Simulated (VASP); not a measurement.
Band structure of NaF (relaxed from the rock salt structure, space group Fm-3m). Method: r2SCAN meta-GGA, VASP's PBE PAW potentials (set 64) (plane waves; VASP).

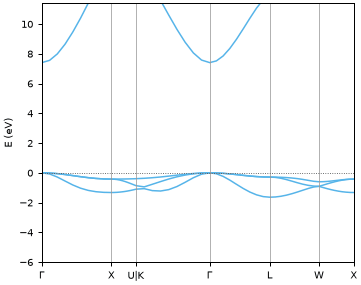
Fig. 1. Bands along high-symmetry lines, zero at the valence-band maximum or, without a gap, the Fermi level

Task: Read the plot: is there a gap, and where are the band edges?

Result: The gap is direct, 7.41 eV, from the valence maximum at Γ to the conduction minimum at Γ.

The structure was generated: NaF was put into the rock salt type (Fm-3m), which need not be its known phase. It was relaxed first, which changed the volume by -14 %.
